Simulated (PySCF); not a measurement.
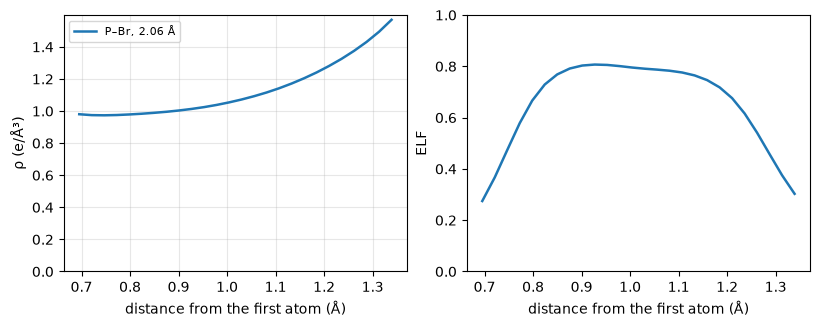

Figure 1: PBr (charge +1, doublet). Electron density and ELF along straight lines between neighbouring atoms. The curves leave out the atomic cores.

Computed with PBE0/def2-TZVPPD, non-relativistic Hamiltonian with scalar-relativistic core potentials where named, at a bond length of 2.060 Å (PySCF).

What kind of bonding do the profiles show?

Answer. P–Br (2.06 Å): ρ at the midpoint is about 1.1 e/Å³; the ELF peaks at about 0.80 between the atoms, as expected for localised, covalent bonding.
